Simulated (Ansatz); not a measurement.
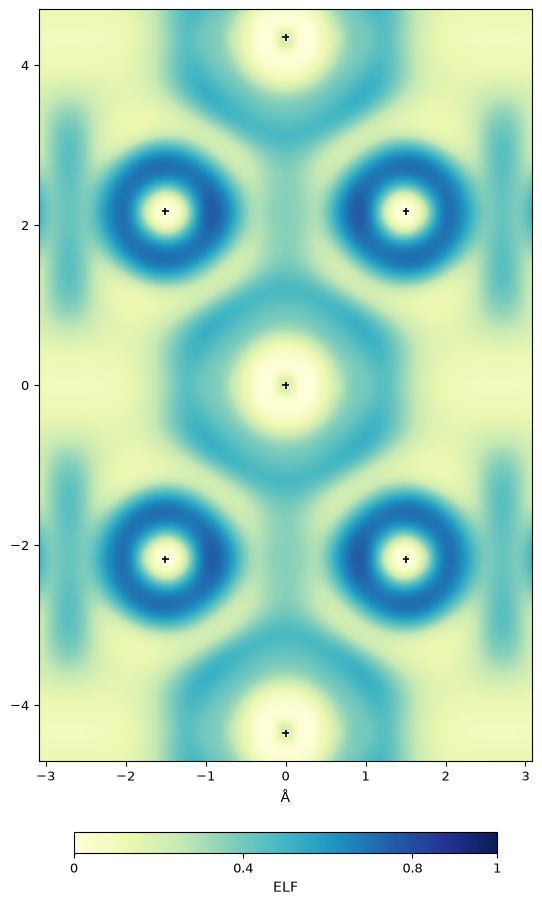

The ELF on a plane through atoms (crosses mark nuclei in the plane).

These are results of Ansatz, DFT PBE, scalar-relativistic, plane waves, PAW, not measurements.

Candidates:
A. Y$_{3}$Zr$_{2}$F, a = 6.85 Å, b = 6.85 Å, c = 10.97 Å, α = 90.00°, β = 90.00°, γ = 120.00°. Space group R-3m; a structure generated by program, which may or may not match a known phase.
B. HfZr$_{3}$S$_{8}$, a = 6.37 Å, b = 7.36 Å, c = 6.77 Å, α = 90.00°, β = 90.01°, γ = 90.00°. Space group P2/m; a structure generated by program, which may or may not match a known phase.
C. GeW$_{2}$, a = 3.08 Å, b = 3.08 Å, c = 5.47 Å, α = 90.00°, β = 90.00°, γ = 90.00°. Space group P4/mmm; a structure generated by program, which may or may not match a known phase.

> Which candidate gave the map?

Candidate C: GeW$_{2}$ on the (110) plane of the conventional cell, which holds Ge and W. Ge–W (2.65 Å): the ELF is about 0.40 at the midpoint.
